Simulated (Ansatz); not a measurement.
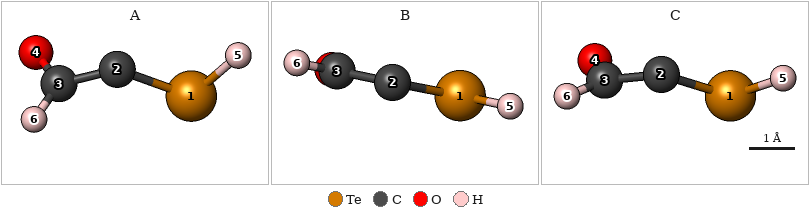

3 geometries from a converged minimum-energy path of C$_{2}$H$_{2}$OTe, shuffled. A ball-and-stick model, seen from a free direction.

Level of theory: RKS PBE-D4/def2-SVP (Ansatz). Set-up: 7 movable images; climbing image; force threshold 0.03 eV/Å; iteration limit 60; starting path by image-dependent pair potential.

Which frame is the top of the path?

Answer. B. In order along the path, whose images run from 0 to 8: A (image 0, 0.00 eV), C (image 2, +0.18 eV), B (image 4, +0.51 eV). The motion is a rotation about the Te1–C2 bond by about 15°, with a turn of about 160° about C2–C3. No bond forms or breaks between the ends. Among the angles between lasting bonds that change up to the highest image: Te1–C2–C3 123.4° → 106.6°, C2–C3–O4 119.6° → 128.7°.
